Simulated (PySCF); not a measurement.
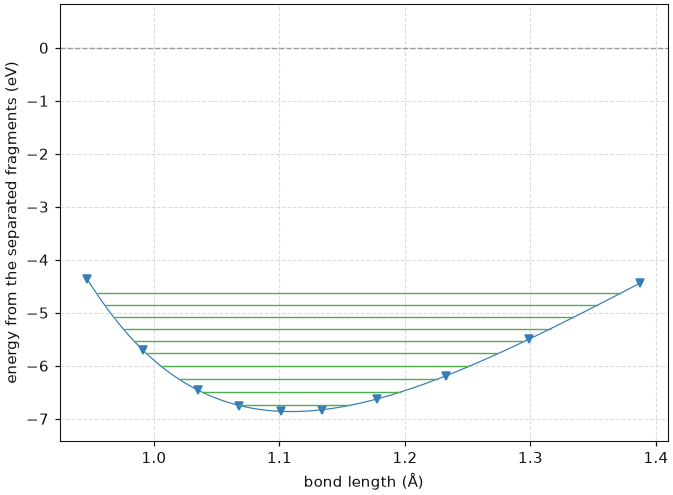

Bond curve of O₂⁺, doublet (excess alpha electrons: πx +1). r2SCAN/def2-TZVPPD in PySCF, UKS. One reference determinant with the occupation held, the lowest that a PBE0 search over spins and occupations found; no spin-orbit coupling. Zero is the separated fragments in their ground configurations, without counterpoise. The fragments are O⁺ + O. 2 further points of the run are not drawn. Horizontal lines: vibrational levels from ωe and ωexe, starting at v = 0.

What constants does a Dunham fit to the curve give (main isotopes)?

re = 1.109 Å, ωe = 2025 cm⁻¹, ωexe = 13.1 cm⁻¹, De = 6.86 eV, Be = 1.71 cm⁻¹.

How stiff is the bond?

The force constant is 19.32 mdyn/Å, which gives ωe = 2025 cm⁻¹.

Caveats: lowest determinant of a PBE0 search, another state may lie lower.
